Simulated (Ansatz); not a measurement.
**Run report: Ta2Co7Ni7, single-point calculation (part 2 of 2)**

Continued. System: Ta2Co7Ni7 (disordered cell, 16 atoms in the cell). Method: DFT PBE, scalar-relativistic, plane waves, PAW, no spin polarisation (Ansatz 0.2.0); cutoff 420 eV, 4×4×4 k-mesh, Fermi–Dirac smearing of 0.2421 eV. It belongs to a series of runs on one base structure; here: last frame at 2810 K on a finer mesh.

Geometry of the input (Å; fractional positions):
```
5.6289  0.2477  0.1288
0.2477  5.7583  -0.1195
0.1288  -0.1195  5.9706
Co 0.6232  0.2881  0.5759
Co 0.4854  0.4030  0.9694
Co 0.1536  0.7094  0.1124
Co 0.5633  0.6631  0.6151
Co 0.8759  0.0451  0.8872
Co 0.1311  0.7081  0.7231
Co 0.3196  0.5051  0.3674
Ni 0.4928  0.9123  0.8731
Ni 0.6211  0.7830  0.2451
Ni 0.2836  0.9477  0.4295
Ni 0.8607  0.4776  0.9683
Ni 0.8617  0.4795  0.4069
Ni 0.6922  0.1782  0.1663
Ni 0.8798  0.9570  0.4821
Ta 0.1142  0.2767  0.6808
Ta 0.1565  0.2195  0.1636
```

### Output, continued
```
  k-point 1: bands = ["-85.5373", "-85.5230", "-85.4198", "-85.4047", "-85.2215", "-85.1403", "-85.0409", "-76.9595", "-76.9292", "-76.8596", "-76.8273", "-76.7865", "-76.7422", "-76.7088", "-49.8592", "-49.8370", "-46.0682", "-46.0459", "-46.0170", "-45.9742", "-45.9423", "-45.9253", "-45.8390", "-45.8155", "-45.7880", "-45.7649", "-45.7603", "-45.7411", "-45.7294", "-45.6730", "-45.6191", "-45.5331", "-45.4926", "-45.4752", "-45.4143", "-45.4051", "-45.3888", "-40.5830", "-40.4652", "-40.3365",
      "-40.3279", "-40.2443", "-40.1955", "-40.1809", "-40.1559", "-40.1319", "-40.1161", "-40.1004", "-40.0869", "-40.0749", "-40.0636", "-40.0186", "-39.9902", "-39.9755", "-39.9663", "-39.9489", "-39.9455", "-39.9210", "-16.6199", "-16.4738", "-16.4440", "-16.4296", "-16.3838", "-16.2358", "9.5349", "11.7097", "12.8912", "13.0206", "13.1411", "13.2881", "13.4635", "13.5138", "13.5484", "13.5898", "13.7701", "13.9107", "13.9869", "14.0431", "14.1202", "14.3221",
      "14.4485", "14.5074", "14.5737", "14.6332", "14.7111", "14.8008", "14.9432", "15.0170", "15.0678", "15.0955", "15.1918", "15.2719", "15.3411", "15.3728", "15.4796", "15.5096", "15.5611", "15.6583", "15.6884", "15.8180", "15.8699", "15.9609", "15.9812", "16.0989", "16.1634", "16.2266", "16.3046", "16.3419", "16.4331", "16.4854", "16.5566", "16.6139", "16.6597", "16.7401", "16.7666", "16.8605", "16.8976", "16.9769", "17.0364", "17.0946",
      "17.1593", "17.1839", "17.2424", "17.2966", "17.3675", "17.4361", "17.4506", "17.5115", "17.5628", "17.5969", "17.7145", "17.7667", "17.8211", "17.8727", "17.9456", "17.9521", "18.0446", "18.1262", "18.1803", "18.3528", "18.5035", "18.5525", "18.8036", "18.9338", "19.0656", "19.2124", "19.4304", "19.6061", "19.7709", "19.9718", "20.1172", "20.4341", "20.9400", "21.5442", "21.9526", "22.0143", "22.2675", "23.1245", "24.0124", "24.2484",
      "24.5740", "24.9520", "25.4004", "25.5755", "25.9658", "26.4450", "26.8006", "27.4379", "28.4492"]
  k-point 2: bands = ["-85.5373", "-85.5230", "-85.4198", "-85.4047", "-85.2215", "-85.1403", "-85.0409", "-76.9594", "-76.9293", "-76.8596", "-76.8273", "-76.7865", "-76.7425", "-76.7085", "-49.8532", "-49.8430", "-46.0682", "-46.0459", "-46.0169", "-45.9741", "-45.9424", "-45.9254", "-45.8387", "-45.8156", "-45.7883", "-45.7651", "-45.7602", "-45.7410", "-45.7294", "-45.6730", "-45.6191", "-45.5331", "-45.4924", "-45.4752", "-45.4143", "-45.4052", "-45.3888", "-40.5831", "-40.4673", "-40.3364",
      "-40.3254", "-40.2432", "-40.1949", "-40.1788", "-40.1435", "-40.1369", "-40.1292", "-40.0959", "-40.0903", "-40.0781", "-40.0636", "-40.0148", "-39.9922", "-39.9798", "-39.9615", "-39.9486", "-39.9449", "-39.9209", "-16.5167", "-16.4731", "-16.4307", "-16.4244", "-16.3937", "-16.3531", "10.2763", "10.5739", "12.9380", "13.0877", "13.2564", "13.3071", "13.4064", "13.5128", "13.6393", "13.7707", "13.8944", "13.9746", "14.0361", "14.1096", "14.1829", "14.3360",
      "14.4045", "14.5172", "14.6177", "14.6726", "14.7447", "14.8064", "14.9380", "15.0053", "15.0621", "15.1277", "15.1699", "15.2813", "15.3224", "15.3928", "15.4566", "15.5036", "15.5932", "15.6727", "15.7219", "15.7590", "15.8549", "15.9225", "16.0110", "16.0694", "16.1260", "16.1465", "16.1935", "16.2664", "16.3257", "16.4290", "16.4449", "16.5452", "16.6375", "16.6842", "16.7627", "16.8085", "16.8675", "16.9433", "17.0276", "17.0513",
      "17.1298", "17.2127", "17.2563", "17.2718", "17.3634", "17.4207", "17.4876", "17.5703", "17.6166", "17.7001", "17.7484", "17.7728", "17.8199", "17.8983", "17.9408", "17.9748", "18.0141", "18.1218", "18.1718", "18.2494", "18.3728", "18.4896", "18.6154", "18.6569", "19.1884", "19.4118", "19.6136", "19.6324", "19.7942", "20.0443", "20.2036", "20.2608", "21.3283", "21.5300", "21.9670", "22.0725", "22.7768", "22.8317", "23.3360", "23.6909",
      "24.5505", "25.1840", "25.9923", "26.3120", "26.5382", "26.8953", "27.3182", "27.6030", "28.0866"]
  k-point 35: bands = ["-85.5372", "-85.5230", "-85.4198", "-85.4047", "-85.2216", "-85.1403", "-85.0409", "-76.9594", "-76.9292", "-76.8596", "-76.8273", "-76.7865", "-76.7424", "-76.7085", "-49.8533", "-49.8431", "-46.0681", "-46.0459", "-46.0166", "-45.9739", "-45.9427", "-45.9253", "-45.8365", "-45.8160", "-45.7895", "-45.7651", "-45.7603", "-45.7383", "-45.7300", "-45.6749", "-45.6204", "-45.5349", "-45.4904", "-45.4751", "-45.4142", "-45.4047", "-45.3892", "-40.5833", "-40.4665", "-40.3360",
      "-40.3254", "-40.2431", "-40.1952", "-40.1788", "-40.1439", "-40.1369", "-40.1289", "-40.0957", "-40.0901", "-40.0782", "-40.0638", "-40.0146", "-39.9921", "-39.9796", "-39.9616", "-39.9492", "-39.9450", "-39.9209", "-16.5172", "-16.4742", "-16.4315", "-16.4261", "-16.3952", "-16.3532", "11.9370", "12.1741", "12.3975", "12.4576", "12.6257", "12.7283", "12.9391", "13.0626", "13.7998", "13.9322", "13.9940", "14.0927", "14.2075", "14.2372", "14.2779", "14.3449",
      "14.4337", "14.5274", "14.5868", "14.6372", "14.6812", "14.7459", "14.8284", "14.8759", "14.9577", "15.0500", "15.0916", "15.1548", "15.1860", "15.2103", "15.2720", "15.4088", "15.4389", "15.5237", "15.5959", "15.6515", "15.7076", "15.7239", "15.8294", "15.8489", "15.9160", "15.9863", "16.0465", "16.0944", "16.1986", "16.2917", "16.3729", "16.5006", "16.5363", "16.5910", "16.6734", "16.7030", "16.8159", "16.9277", "16.9781", "17.0090",
      "17.0811", "17.1427", "17.2124", "17.2329", "17.2927", "17.4158", "17.4271", "17.4568", "17.5525", "17.5596", "17.6333", "17.7045", "17.7592", "17.7834", "17.8779", "17.9701", "18.0281", "18.0608", "18.1020", "18.1588", "18.2237", "18.2897", "18.8213", "19.1247", "19.3786", "19.4654", "19.6382", "19.9062", "19.9749", "20.1014", "20.1869", "20.2871", "22.9375", "23.2767", "23.4384", "23.7804", "24.0399", "24.3099", "24.6467", "24.7710",
      "25.1926", "25.4781", "25.8720", "26.1879", "26.3879", "26.5732", "26.7413", "26.8557", "27.0678"]
--- Löwdin populations: 16 sites ---
  site symbol       q [e]
     0     Co     16.7926
     1     Co     16.8242
     2     Co     16.7784
     3     Co     16.8616
     4     Co     16.8470
     5     Co     16.8117
     6     Co     16.8379
     7     Ni     17.7386
     8     Ni     17.7991
     9     Ni     17.7743
    10     Ni     17.7533
    11     Ni     17.7304
    12     Ni     17.7365
    13     Ni     17.7486
    14     Ta     13.0042
    15     Ta     13.0274
  spilling = 0.010827 (of n_electrons = 271.000000)
```

### File populations.tsv
```
# site	symbol	l	j	q
# orbitals = lowdin
# n_electrons = 271.000000
# spilling = 0.010827
0	Co	0_3S	-	1.985517
0	Co	0_4S	-	0.891913
0	Co	1_3P	-	5.995810
0	Co	2_3D	-	7.919352
1	Co	0_3S	-	1.984245
1	Co	0_4S	-	0.903268
1	Co	1_3P	-	5.995236
1	Co	2_3D	-	7.941483
2	Co	0_3S	-	1.987452
2	Co	0_4S	-	0.891997
2	Co	1_3P	-	5.996676
2	Co	2_3D	-	7.902263
3	Co	0_3S	-	1.984236
3	Co	0_4S	-	0.954243
3	Co	1_3P	-	5.995398
3	Co	2_3D	-	7.927731
4	Co	0_3S	-	1.980537
4	Co	0_4S	-	0.920531
4	Co	1_3P	-	5.993103
4	Co	2_3D	-	7.952842
5	Co	0_3S	-	1.986383
5	Co	0_4S	-	0.905594
5	Co	1_3P	-	5.995945
5	Co	2_3D	-	7.923793
6	Co	0_3S	-	1.979271
6	Co	0_4S	-	0.924597
6	Co	1_3P	-	5.993640
6	Co	2_3D	-	7.940442
7	Ni	0_3S	-	1.995149
7	Ni	0_4S	-	0.912190
7	Ni	1_3P	-	5.996841
7	Ni	2_3D	-	8.834401
8	Ni	0_3S	-	1.995893
8	Ni	0_4S	-	0.945368
8	Ni	1_3P	-	5.997498
8	Ni	2_3D	-	8.860378
9	Ni	0_3S	-	1.991776
9	Ni	0_4S	-	0.940453
9	Ni	1_3P	-	5.994533
9	Ni	2_3D	-	8.847562
10	Ni	0_3S	-	1.992165
10	Ni	0_4S	-	0.921024
10	Ni	1_3P	-	5.994550
10	Ni	2_3D	-	8.845588
11	Ni	0_3S	-	1.991674
11	Ni	0_4S	-	0.911824
11	Ni	1_3P	-	5.994976
11	Ni	2_3D	-	8.831896
12	Ni	0_3S	-	1.992494
12	Ni	0_4S	-	0.927468
12	Ni	1_3P	-	5.995487
12	Ni	2_3D	-	8.821057
13	Ni	0_3S	-	1.994691
13	Ni	0_4S	-	0.927254
13	Ni	1_3P	-	5.997071
13	Ni	2_3D	-	8.829563
14	Ta	0_5S	-	1.960471
14	Ta	0_6S	-	0.981099
14	Ta	1_5P	-	5.985967
14	Ta	2_5D	-	4.076698
15	Ta	0_5S	-	1.960259
15	Ta	0_6S	-	0.995226
15	Ta	1_5P	-	5.984887
15	Ta	2_5D	-	4.087031
```

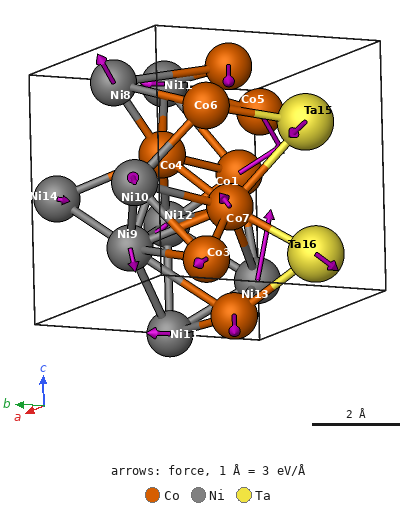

Forces on the atoms as pink arrows (ball-and-stick view of the cell of the calculation, seen at an oblique angle; atoms are numbered from 1 in the order of the input); the smallest are left out. The largest act on Ni13 (5.05 eV/Å); Co1 (4.78 eV/Å); Co2 (4.33 eV/Å); Ni12 (4.18 eV/Å), among others. The geometry is not a stationary point of this energy.

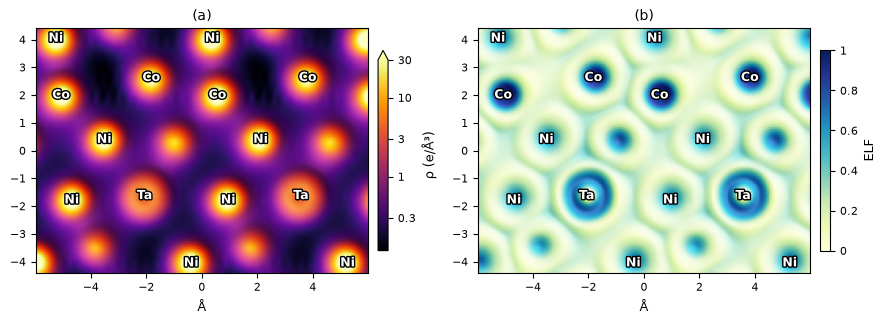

(a) valence charge density (pseudo); (b) ELF on the (011̄) plane of the calculation cell. Atoms in the plane: Co, Ni and Ta. Co–Ni (2.07 Å): ρ is about 0.71 e/Å³ halfway; the ELF is about 0.25 at the midpoint; no localised pair between them. Co–Ni (2.21 Å): the density is about 0.53 e/Å³ at the midpoint; the ELF is about 0.25 at the midpoint; no localised pair between them. Away from the nuclei the density in this plane falls to 0.12 e/Å³ at its lowest. The strong features right at Co, Ni and Ta lie inside the PAW spheres (semicore, d or f shells) and say nothing about bonding. In a PAW calculation such maps are meaningful between the atoms, not at the nuclei.

### Results in brief

```tsv
quantity	value
outcome	converged
electrons treated	271
free energy	−96621.2625 eV
Fermi energy	18.036 eV
gap on the k-point mesh	none (metallic)
pressure	11.99 GPa
largest force (length of the vector)	5.048 eV/Å
wall time	71 s (CPU time 2.3 min)
peak memory	1.2 GiB
```

### Notes

The run has no spin polarisation, so a magnetic state may lie lower. Spin–orbit coupling is left out, which matters for Ta.
